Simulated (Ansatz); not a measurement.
**C9H17HfNO2: how energies converge with the basis set**

Aim: see how fast density functionals converge with the basis set for C9H17HfNO2.

Computed with Ansatz 0.2.0, Gaussian basis. Level: one geometry, several basis sets.

Plan: PBE0-D4/def2-SVP; ωB97M-V/def2-SVP; PBE0-D4/def2-QZVPP; ωB97M-V/def2-QZVPP; the functionals' def2-TZVPP values are taken from earlier runs.

### 1 The relaxed structure

An earlier PBE0-D4 in a triple-zeta def2 set relaxation fixed the geometry. Hf takes the def2 core potential; no spin-orbit term is included.

30 atoms, charge 0, spin multiplicity 1.

Atoms are counted from 1 here; the program's logs count them from 0.

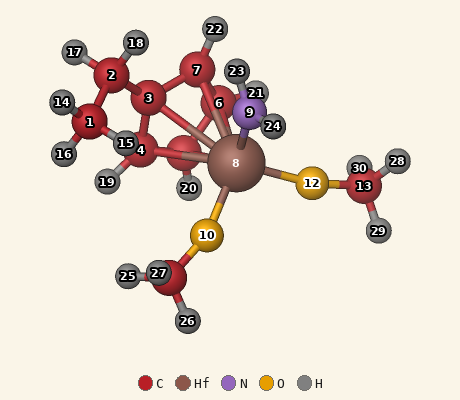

The structure; carbon red, hafnium brown, nitrogen purple, oxygen amber, hydrogen grey; atoms are numbered from 1 in the order of the file.

As a file:

| atom | x (Å) | y (Å) | z (Å) |
| --- | --- | --- | --- |
| C1 | -1.8304 | -2.3481 | 0.8240 |
| C2 | -2.4945 | -0.9876 | 0.6795 |
| C3 | -1.7527 | -0.0253 | -0.1953 |
| C4 | -1.0776 | -0.3201 | -1.3998 |
| C5 | -0.5628 | 0.8842 | -1.9356 |
| C6 | -0.9260 | 1.9350 | -1.0673 |
| C7 | -1.6454 | 1.3734 | 0.0066 |
| Hf8 | 0.7393 | 0.4878 | 0.1553 |
| N9 | 0.3152 | 0.3551 | 2.1655 |
| O10 | 1.7113 | -1.1384 | -0.2452 |
| C11 | 1.9874 | -2.4366 | -0.6260 |
| O12 | 2.0715 | 1.8777 | -0.0350 |
| C13 | 2.7438 | 3.0656 | -0.2411 |
| H14 | -2.4308 | -3.0073 | 1.4547 |
| H15 | -0.8423 | -2.2457 | 1.2791 |
| H16 | -1.7103 | -2.8403 | -0.1440 |
| H17 | -3.5055 | -1.1158 | 0.2740 |
| H18 | -2.6255 | -0.5366 | 1.6675 |
| H19 | -0.9567 | -1.3012 | -1.8357 |
| H20 | 0.0136 | 0.9792 | -2.8451 |
| H21 | -0.6664 | 2.9770 | -1.1858 |
| H22 | -2.0470 | 1.9154 | 0.8513 |
| H23 | -0.5588 | 0.4871 | 2.6483 |
| H24 | 1.0357 | 0.1759 | 2.8521 |
| H25 | 1.2758 | -2.7941 | -1.3830 |
| H26 | 2.9953 | -2.5115 | -1.0520 |
| H27 | 1.9320 | -3.1186 | 0.2319 |
| H28 | 2.8843 | 3.6065 | 0.7031 |
| H29 | 3.7342 | 2.8829 | -0.6758 |
| H30 | 2.1933 | 3.7246 | -0.9264 |

### 2 PBE0-D4 in def2-SVP

Input file in.yaml:

```yaml
crystal:
  periodic: [false, false, false]
  atoms:
    - {symbol: C, position_ang: [-1.830363, -2.348057, 0.824033]}
    - {symbol: C, position_ang: [-2.494451, -0.987623, 0.679507]}
    - {symbol: C, position_ang: [-1.752739, -0.025339, -0.195263]}
    - {symbol: C, position_ang: [-1.077553, -0.320117, -1.399774]}
    - {symbol: C, position_ang: [-0.562761, 0.884234, -1.935582]}
    - {symbol: C, position_ang: [-0.926020, 1.935034, -1.067264]}
    - {symbol: C, position_ang: [-1.645445, 1.373439, 0.006584]}
    - {symbol: Hf, position_ang: [0.739343, 0.487769, 0.155298]}
    - {symbol: N, position_ang: [0.315205, 0.355147, 2.165543]}
    - {symbol: O, position_ang: [1.711282, -1.138441, -0.245173]}
    - {symbol: C, position_ang: [1.987414, -2.436572, -0.625961]}
    - {symbol: O, position_ang: [2.071456, 1.877656, -0.035050]}
    - {symbol: C, position_ang: [2.743761, 3.065595, -0.241135]}
    - {symbol: H, position_ang: [-2.430790, -3.007264, 1.454687]}
    - {symbol: H, position_ang: [-0.842290, -2.245726, 1.279051]}
    - {symbol: H, position_ang: [-1.710326, -2.840251, -0.143958]}
    - {symbol: H, position_ang: [-3.505468, -1.115835, 0.274014]}
    - {symbol: H, position_ang: [-2.625531, -0.536570, 1.667534]}
    - {symbol: H, position_ang: [-0.956675, -1.301224, -1.835695]}
    - {symbol: H, position_ang: [0.013556, 0.979189, -2.845120]}
    - {symbol: H, position_ang: [-0.666399, 2.976951, -1.185844]}
    - {symbol: H, position_ang: [-2.047030, 1.915366, 0.851293]}
    - {symbol: H, position_ang: [-0.558845, 0.487062, 2.648318]}
    - {symbol: H, position_ang: [1.035722, 0.175913, 2.852142]}
    - {symbol: H, position_ang: [1.275765, -2.794070, -1.382971]}
    - {symbol: H, position_ang: [2.995340, -2.511546, -1.051969]}
    - {symbol: H, position_ang: [1.932013, -3.118643, 0.231855]}
    - {symbol: H, position_ang: [2.884314, 3.606478, 0.703073]}
    - {symbol: H, position_ang: [3.734219, 2.882870, -0.675763]}
    - {symbol: H, position_ang: [2.193264, 3.724565, -0.926421]}
basis:
  gaussian: {orbitals: def2-SVP}
hamiltonian: {xc: pbe0, dispersion: d4}
output: {orbitals: {seedname: orbitals}}
```

On the command line:

```console
> ansatz run in.yaml --threads 11 --pin off --events-out ev --progress --plain --max-ram 110592MiB --backend cuda --devices 0, --max-vram 75GiB
```

After this run come: ωB97M-V in def2-SVP; PBE0-D4 in def2-QZVPP; ωB97M-V in def2-QZVPP.

**Question.** What will the summary of the whole plan be? Wanted: PBE0-D4: double and triple zeta above quadruple; ωB97M-V: double and triple zeta above quadruple.

The runs gave:

| quantity | value |
| --- | --- |
| PBE0-D4: double and triple zeta above quadruple | 18.09, 0.85 eV |
| ωB97M-V: double and triple zeta above quadruple | 18.79, 0.81 eV |

In words: For PBE0-D4 the step from double to triple zeta gains 17.24 eV and the next only 0.85 eV. Total energies overstate the basis error of differences, where much of it tends to cancel. The LUMO of ωB97M-V is positive and keeps falling with the basis (2.09 to 0.90 eV): an unbound level that the basis holds in place.
